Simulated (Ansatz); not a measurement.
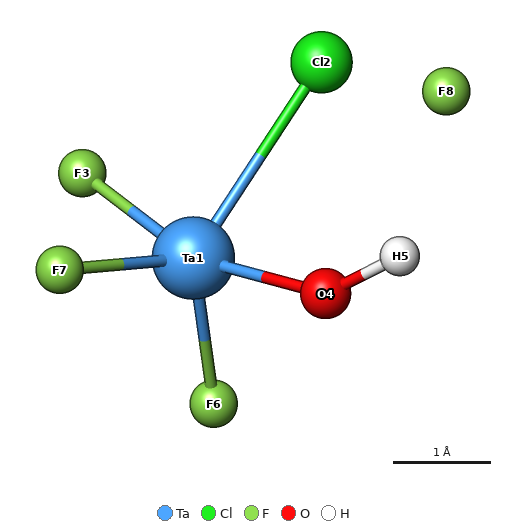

The structure as given in the input (ball-and-stick view, seen at a tilt; atoms are numbered from 1 in the order of the input). Sticks mark near contacts.

## Run report: TaHClOF₄, geometry relaxation

System: TaHClOF₄, multiplicity 2.
Method: UKS PBE/def2-SVP (Ansatz 0.2.0).

It belongs to a series of runs on one base structure; here: end point A relaxed. Figures and captions count atoms from 1; the log counts them from 0 in places.

Input:
```yaml
crystal:
  periodic: [false, false, false]
  atoms:
    - { symbol: Ta, position_ang: [-0.113649, 0.001757, 0.14505] }
    - { symbol: Cl, position_ang: [2.2157, 0.589245, 0.660358] }
    - { symbol: F, position_ang: [-0.253978, 0.233662, 2.02964] }
    - { symbol: O, position_ang: [0.559411, -0.207033, -1.580768] }
    - { symbol: H, position_ang: [1.391465, -0.336356, -2.141251] }
    - { symbol: F, position_ang: [-1.360243, 1.33615, -0.232904] }
    - { symbol: F, position_ang: [-0.826477, -1.719277, 0.268163] }
    - { symbol: F, position_ang: [3.06347, -0.608147, -1.595388] }
magnetization:
  spin_polarized: true
  initial_magnetization: 1
basis:
  gaussian: { orbitals: def2-SVP }
hamiltonian:
  xc: pbe
relax:
  f_tol: 0.03
  max_steps: 50
```

Machine: 4 threads of Arm Neoverse V2, 24 GiB of memory available, shared host.

Command:
```bash
ansatz run input.yaml --threads 4 --pin off --max-ram 5120MiB --backend cpu --events-out ev --progress --plain --runs-dir out
```

Log:
```
The last accepted step is kept in [file] (removed where the run ends without a failure and the disk answers)
Engine: ansatz 0.2.0, aarch64-unknown-linux-gnu
Functional definition: PBE
  parameter kappa = 0.804
  parameter beta = 0.06672455060314922
  exchange = pbe_x(kappa = kappa, mu = beta*pi^2/3)
  correlation = pbe_c(beta = beta)
1292 factors; their error is unknown
mean field evaluation 1: about -26963.5296 eV, gradient 6.6e1 eV
mean field evaluation 2: about -26349.1419 eV, gradient 2.5e2 eV
mean field evaluation 4: about -26977.9787 eV, gradient 2.9e1 eV
mean field evaluation 8: about -26980.8636 eV, gradient 4.1e0 eV
mean field evaluation 16: about -26980.8653 eV, gradient 3.0e-2 eV
mean field evaluation 32: about -26980.8653 eV, gradient 5.1e-6 eV
mean field -26980.86530216 eV, -991.5285115671 hartree, gradient 5.1e-6 eV, S^2 0.751456; 8 other end points of the search recorded, 0 dependent functions left out
the calculation of the forces begins
reference -26980.86536469 eV, -991.5285138648 hartree; 38, 37 occupied and 87, 88 virtual orbitals, 1292 factors
relax step   1: F+E_penalty+E_count = -26980.86530216 eV  Δ(F+E_penalty+E_count) = +0.000e0 eV  max|allowed force component| = 8.687e-1 eV/Å  Δτ_max = 0.0000 Å  (158 SCF iters, accepted)
these checks for a lower state are left out or cut short: starts, cluster_reference, orbital_swaps, neighbouring_geometries, increment
1292 factors; their error is unknown
mean field evaluation 64: about -26981.0214 eV, gradient 1.6e1 eV
mean field -26981.08118436 eV, -991.5364450916 hartree, gradient 1.1e-5 eV, S^2 0.751509; 0 other end points of the search recorded, 0 dependent functions left out
the calculation of the forces begins
reference -26981.08124675 eV, -991.5364473843 hartree; 38, 37 occupied and 87, 88 virtual orbitals, 1292 factors
relax step   2: F+E_penalty+E_count = -26981.08118436 eV  Δ(F+E_penalty+E_count) = -2.159e-1 eV  max|allowed force component| = 5.690e-1 eV/Å  Δτ_max = 0.1961 Å  (43 SCF iters, accepted)
these checks for a lower state are left out or cut short: starts, cluster_reference, orbital_swaps, neighbouring_geometries, increment
1292 factors; their error is unknown
mean field -26981.12102084 eV, -991.5379090552 hartree, gradient 1.5e-5 eV, S^2 0.751609; 0 other end points of the search recorded, 0 dependent functions left out
the calculation of the forces begins
reference -26981.12108321 eV, -991.5379113473 hartree; 38, 37 occupied and 87, 88 virtual orbitals, 1292 factors
relax step   3: F+E_penalty+E_count = -26981.12102084 eV  Δ(F+E_penalty+E_count) = -3.984e-2 eV  max|allowed force component| = 9.601e-1 eV/Å  Δτ_max = 0.1950 Å  (42 SCF iters, accepted)
these checks for a lower state are left out or cut short: starts, cluster_reference, orbital_swaps, neighbouring_geometries, increment
1292 factors; their error is unknown
mean field -26981.20563325 eV, -991.5410185039 hartree, gradient 1.2e-5 eV, S^2 0.751585; 0 other end points of the search recorded, 0 dependent functions left out
the calculation of the forces begins
reference -26981.20569555 eV, -991.5410207934 hartree; 38, 37 occupied and 87, 88 virtual orbitals, 1292 factors
relax step   4: F+E_penalty+E_count = -26981.20563325 eV  Δ(F+E_penalty+E_count) = -8.461e-2 eV  max|allowed force component| = 4.491e-1 eV/Å  Δτ_max = 0.0850 Å  (38 SCF iters, accepted)
these checks for a lower state are left out or cut short: starts, cluster_reference, orbital_swaps, neighbouring_geometries, increment
1292 factors; their error is unknown
mean field -26981.26241402 eV, -991.5431051588 hartree, gradient 3.3e-5 eV, S^2 0.751575; 0 other end points of the search recorded, 0 dependent functions left out
the calculation of the forces begins
reference -26981.26247616 eV, -991.5431074422 hartree; 38, 37 occupied and 87, 88 virtual orbitals, 1292 factors
relax step   5: F+E_penalty+E_count = -26981.26241402 eV  Δ(F+E_penalty+E_count) = -5.678e-2 eV  max|allowed force component| = 4.701e-1 eV/Å  Δτ_max = 0.1186 Å  (37 SCF iters, accepted)
these checks for a lower state are left out or cut short: starts, cluster_reference, orbital_swaps, neighbouring_geometries, increment
1292 factors; their error is unknown
mean field evaluation 96: about -26981.3443 eV, gradient 5.2e-2 eV
mean field -26981.26909216 eV, -991.5433505758 hartree, gradient 1.9e-5 eV, S^2 0.751609; 0 other end points of the search recorded, 0 dependent functions left out
the calculation of the forces begins
reference -26981.26915398 eV, -991.5433528477 hartree; 38, 37 occupied and 87, 88 virtual orbitals, 1292 factors
relax step   6: F+E_penalty+E_count = -26981.26909216 eV  Δ(F+E_penalty+E_count) = -6.678e-3 eV  max|allowed force component| = 3.388e-1 eV/Å  Δτ_max = 0.2000 Å  (42 SCF iters, accepted)
these checks for a lower state are left out or cut short: starts, cluster_reference, orbital_swaps, neighbouring_geometries, increment
1292 factors; their error is unknown
mean field -26981.29387233 eV, -991.5442612303 hartree, gradient 9.6e-6 eV, S^2 0.751601; 0 other end points of the search recorded, 0 dependent functions left out
the calculation of the forces begins
reference -26981.29393423 eV, -991.5442635049 hartree; 38, 37 occupied and 87, 88 virtual orbitals, 1292 factors
relax step   7: F+E_penalty+E_count = -26981.29387233 eV  Δ(F+E_penalty+E_count) = -2.478e-2 eV  max|allowed force component| = 2.005e-1 eV/Å  Δτ_max = 0.0776 Å  (37 SCF iters, accepted)
these checks for a lower state are left out or cut short: starts, cluster_reference, orbital_swaps, neighbouring_geometries, increment
1292 factors; their error is unknown
mean field -26981.29639714 eV, -991.5443540153 hartree, gradient 1.5e-5 eV, S^2 0.751601; 0 other end points of the search recorded, 0 dependent functions left out
the calculation of the forces begins
reference -26981.29645899 eV, -991.5443562882 hartree; 38, 37 occupied and 87, 88 virtual orbitals, 1292 factors
relax step   8: F+E_penalty+E_count = -26981.29639714 eV  Δ(F+E_penalty+E_count) = -2.525e-3 eV  max|allowed force component| = 1.162e-1 eV/Å  Δτ_max = 0.0345 Å  (38 SCF iters, accepted)
these checks for a lower state are left out or cut short: starts, cluster_reference, orbital_swaps, neighbouring_geometries, increment
1292 factors; their error is unknown
mean field -26981.29795571 eV, -991.5444112918 hartree, gradient 1.5e-5 eV, S^2 0.751605; 0 other end points of the search recorded, 0 dependent functions left out
the calculation of the forces begins
reference -26981.29801757 eV, -991.5444135650 hartree; 38, 37 occupied and 87, 88 virtual orbitals, 1292 factors
relax step   9: F+E_penalty+E_count = -26981.29795571 eV  Δ(F+E_penalty+E_count) = -1.559e-3 eV  max|allowed force component| = 9.207e-2 eV/Å  Δτ_max = 0.0169 Å  (37 SCF iters, accepted)
these checks for a lower state are left out or cut short: starts, cluster_reference, orbital_swaps, neighbouring_geometries, increment
1292 factors; their error is unknown
mean field evaluation 128: about -26981.2983 eV, gradient 1.9e-5 eV
mean field -26981.29828119 eV, -991.5444232529 hartree, gradient 1.9e-5 eV, S^2 0.751604; 0 other end points of the search recorded, 0 dependent functions left out
the calculation of the forces begins
reference -26981.29834304 eV, -991.5444255258 hartree; 38, 37 occupied and 87, 88 virtual orbitals, 1292 factors
relax step  10: F+E_penalty+E_count = -26981.29828119 eV  Δ(F+E_penalty+E_count) = -3.255e-4 eV  max|allowed force component| = 2.501e-2 eV/Å  Δτ_max = 0.0052 Å  (35 SCF iters, accepted)
```

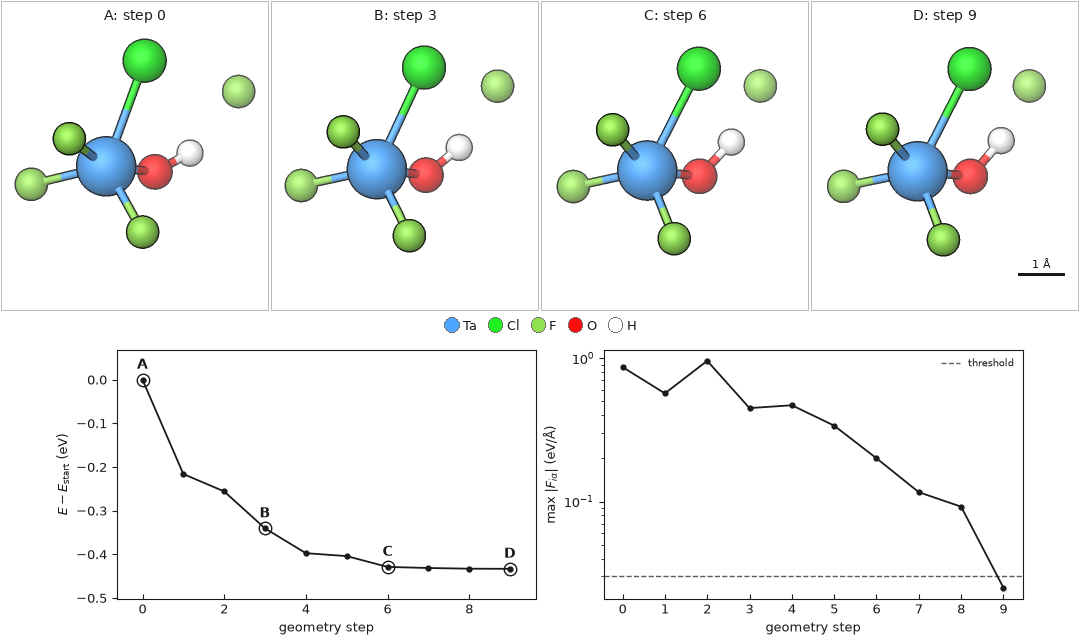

Frames of the relaxation (ball-and-stick view, seen at a tilt) above the curves, on which the letters mark them (the first geometry is step 0 here and step 1 in the log).

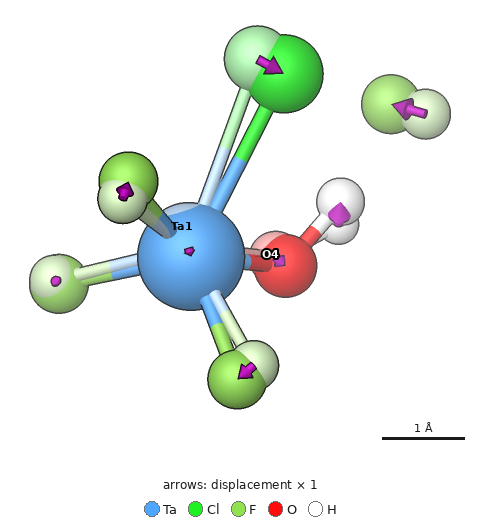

Start (faint) and end (solid) with the displacements as pink arrows, at true length (ball-and-stick view, seen at a tilt). The two geometries are laid on each other by the best rigid fit. The energy falls by 0.433 eV in 9 geometry steps. The largest force component goes from 0.87 to 0.025 eV/Å. The atom that moves furthest after the best rigid fit is F8 (0.48 Å). Largest moves by element: F 0.48 Å, H 0.39 Å, Cl 0.37 Å, O 0.17 Å, Ta 0.11 Å. Distances before and after: O4–H5 1.012 → 1.080 Å, Ta1–Cl2 2.457 → 2.507 Å, Ta1–O4 1.864 → 1.842 Å, Ta1–F3 1.904 → 1.914 Å. Among the angles that change: Ta1–O4–H5 145.5° → 125.0°, F3–Ta1–O4 163.1° → 152.4°, Cl2–Ta1–F3 80.4° → 74.7°. (Atoms are counted from 1 in the order of the input.)

```
1292 factors; their error is unknown
mean field -26981.29828119 eV, -991.5444232529 hartree, gradient 1.9e-5 eV, S^2 0.751604; 2 other end points of the search recorded, 0 dependent functions left out
the calculation of the forces begins
reference -26981.29834304 eV, -991.5444255258 hartree; 38, 37 occupied and 87, 88 virtual orbitals, 1292 factors
Total energy: -26981.29834304 eV, -991.5444255258 hartree
Atom 0 at    -0.178823    -0.074791     0.091037 Å, force    -0.010263    -0.000371    -0.010247 eV/Å
Atom 1 at     2.272101     0.238419     0.515913 Å, force    -0.000389    -0.000901    -0.008515 eV/Å
Atom 2 at    -0.035932     0.331796     1.956373 Å, force     0.000004    -0.000087     0.008778 eV/Å
Atom 3 at     0.547229    -0.367593    -1.576503 Å, force     0.025013     0.004102     0.005907 eV/Å
Atom 4 at     1.599958    -0.318344    -1.811070 Å, force     0.004296     0.001463     0.002217 eV/Å
Atom 5 at    -1.352982     1.315208    -0.324909 Å, force     0.000257    -0.002458     0.001194 eV/Å
Atom 6 at    -1.093045    -1.687098     0.312577 Å, force     0.001081     0.002307     0.001285 eV/Å
Atom 7 at     2.917194    -0.147596    -1.610517 Å, force    -0.019998    -0.004055    -0.000619 eV/Å
Dipole moment:    -0.184458    -0.003612     0.068203 e Å
```

Trajectory as extended XYZ (Å, eV, eV/Å), 10 frames, from step=1 to step=10:
```
8
Properties=species:S:1:pos:R:3:forces:R:3 step=1 energy=-26980.86530
Ta   -0.1136    0.0018    0.1451    0.3242   0.0385  -0.1421
Cl    2.2157    0.5892    0.6604   -0.1106  -0.3827  -0.5764
F    -0.2540    0.2337    2.0296    0.1105   0.0324   0.0578
O     0.5594   -0.2070   -1.5808    0.2026  -0.0362  -0.5141
H     1.3915   -0.3364   -2.1413   -0.2142   0.0638   0.8687
F    -1.3602    1.3361   -0.2329   -0.0382  -0.0055  -0.0257
F    -0.8265   -1.7193    0.2682   -0.0476  -0.0146   0.0006
F     3.0635   -0.6081   -1.5954   -0.2266   0.3043   0.3312
8
Properties=species:S:1:pos:R:3:forces:R:3 step=2 energy=-26981.08118
Ta   -0.1269   -0.0011    0.1334   -0.0653  -0.1247  -0.0360
Cl    2.2283    0.4796    0.4983    0.2043  -0.1216  -0.0148
F    -0.2129    0.2462    2.0221    0.2383   0.0664  -0.0185
O     0.5480   -0.2092   -1.5832   -0.2812  -0.1034  -0.5690
H     1.4186   -0.3346   -2.0647    0.2232   0.0361   0.5110
F    -1.3724    1.3368   -0.2375   -0.0415   0.0414  -0.0232
F    -0.8509   -1.7167    0.2723   -0.0447   0.0034  -0.0065
F     3.0438   -0.5109   -1.4878   -0.2331   0.2023   0.1570
8
Properties=species:S:1:pos:R:3:forces:R:3 step=3 energy=-26981.12102
Ta   -0.1410   -0.0236    0.0908   -0.1511  -0.0456   0.4738
Cl    2.2395    0.3809    0.4510   -0.2372   0.3220   0.7817
F    -0.0700    0.2785    1.9812    0.0086  -0.0055  -0.2124
O     0.5042   -0.2469   -1.6319   -0.0563  -0.0360  -0.4592
H     1.4411   -0.3253   -1.9981    0.2683   0.0206   0.3714
F    -1.3753    1.3346   -0.2554   -0.0086  -0.0098  -0.0049
F    -0.8977   -1.7221    0.2699   -0.0436   0.0519   0.0096
F     2.9748   -0.3861   -1.3547    0.2199  -0.2977  -0.9601
8
Properties=species:S:1:pos:R:3:forces:R:3 step=4 energy=-26981.20563
Ta   -0.1509   -0.0323    0.0973   -0.0654   0.0050   0.0996
Cl    2.2296    0.3947    0.4739    0.0354   0.0535   0.2091
F    -0.0779    0.2793    1.9798    0.0045   0.0026  -0.0643
O     0.5184   -0.2534   -1.6228   -0.3021  -0.0257  -0.1430
H     1.4653   -0.3194   -1.9632    0.4491  -0.0129   0.2278
F    -1.3790    1.3296   -0.2552    0.0060  -0.0322  -0.0071
F    -0.9338   -1.7183    0.2776   -0.0236   0.0305  -0.0027
F     3.0039   -0.3901   -1.4345   -0.1039  -0.0208  -0.3194
8
Properties=species:S:1:pos:R:3:forces:R:3 step=5 energy=-26981.26241
Ta   -0.1645   -0.0457    0.0987   -0.0288  -0.0268  -0.3268
Cl    2.2372    0.3664    0.4805    0.1314  -0.0367   0.0307
F    -0.0722    0.2897    1.9727    0.0425   0.0157   0.0640
O     0.5389   -0.2789   -1.6112   -0.4701  -0.0039   0.2720
H     1.5312   -0.3172   -1.8656    0.4525  -0.0328  -0.0395
F    -1.3835    1.3189   -0.2693    0.0165  -0.0256  -0.0123
F    -0.9985   -1.7065    0.2861    0.0157   0.0340  -0.0118
F     2.9870   -0.3366   -1.5390   -0.1598   0.0763   0.0237
8
Properties=species:S:1:pos:R:3:forces:R:3 step=6 energy=-26981.26909
Ta   -0.1792   -0.0500    0.0878    0.1158   0.0652   0.0348
Cl    2.2723    0.2554    0.5039   -0.0584   0.0050   0.0367
F    -0.0335    0.3141    1.9574   -0.0288  -0.0071   0.0250
O     0.5427   -0.3200   -1.5922   -0.1028  -0.2734   0.0789
H     1.5704   -0.4014   -1.7966    0.2188   0.3388  -0.1592
F    -1.3848    1.3171   -0.3042   -0.0045   0.0470  -0.0220
F    -1.0657   -1.6776    0.2921   -0.0163  -0.0386   0.0068
F     2.9537   -0.1476   -1.5954   -0.1239  -0.1370  -0.0010
8
Properties=species:S:1:pos:R:3:forces:R:3 step=7 energy=-26981.29387
Ta   -0.1699   -0.0586    0.0942   -0.0205  -0.1127  -0.2005
Cl    2.2681    0.2547    0.5227    0.0099  -0.0055  -0.0669
F    -0.0471    0.3203    1.9624    0.0134   0.0379   0.0833
O     0.5414   -0.3484   -1.5885    0.0088   0.0035   0.1083
H     1.5784   -0.3343   -1.8347    0.0254   0.0516   0.0755
F    -1.3625    1.3150   -0.3189   -0.0104   0.0427   0.0091
F    -1.0610   -1.6837    0.3082   -0.0123  -0.0068   0.0067
F     2.9283   -0.1751   -1.5927   -0.0143  -0.0107  -0.0155
8
Properties=species:S:1:pos:R:3:forces:R:3 step=8 energy=-26981.29640
Ta   -0.1793   -0.0733    0.0940    0.0280  -0.0056  -0.0814
Cl    2.2659    0.2407    0.5004    0.0320   0.0275   0.1162
F    -0.0464    0.3290    1.9610    0.0256   0.0015  -0.0289
O     0.5506   -0.3642   -1.5767   -0.0517   0.0318   0.0348
H     1.5964   -0.3109   -1.8167    0.0025  -0.0387   0.0128
F    -1.3539    1.3172   -0.3210    0.0051  -0.0099  -0.0001
F    -1.0865   -1.6887    0.3172   -0.0072  -0.0108  -0.0085
F     2.9289   -0.1598   -1.6054   -0.0342   0.0042  -0.0449
8
Properties=species:S:1:pos:R:3:forces:R:3 step=9 energy=-26981.29796
Ta   -0.1786   -0.0768    0.0897    0.0026   0.0289   0.0087
Cl    2.2706    0.2402    0.5161   -0.0004  -0.0037  -0.0081
F    -0.0344    0.3319    1.9548   -0.0113  -0.0050  -0.0022
O     0.5489   -0.3687   -1.5780   -0.0921   0.0091   0.0337
H     1.5964   -0.3145   -1.8114    0.0773  -0.0145  -0.0197
F    -1.3502    1.3164   -0.3247    0.0056  -0.0175  -0.0003
F    -1.0925   -1.6888    0.3136   -0.0020  -0.0033  -0.0039
F     2.9155   -0.1497   -1.6072    0.0202   0.0060  -0.0081
8
Properties=species:S:1:pos:R:3:forces:R:3 step=10 energy=-26981.29828
Ta   -0.1788   -0.0748    0.0910   -0.0103  -0.0004  -0.0102
Cl    2.2721    0.2384    0.5159   -0.0004  -0.0009  -0.0085
F    -0.0359    0.3318    1.9564    0.0000  -0.0001   0.0088
O     0.5472   -0.3676   -1.5765    0.0250   0.0041   0.0059
H     1.6000   -0.3183   -1.8111    0.0043   0.0015   0.0022
F    -1.3530    1.3152   -0.3249    0.0003  -0.0025   0.0012
F    -1.0930   -1.6871    0.3126    0.0011   0.0023   0.0013
F     2.9172   -0.1476   -1.6105   -0.0200  -0.0041  -0.0006
```

Summary:

| quantity | value |
| --- | --- |
| outcome | converged |
| total energy | −26981.2983 eV |
| mean-field energy | −26981.2983 eV |
| ⟨S²⟩ | 0.752 |
| largest force (length of the vector) at the end | 0.026 eV/Å |
| wall time | 43 s (CPU time 2.7 min) |
| peak memory | 0.26 GiB |
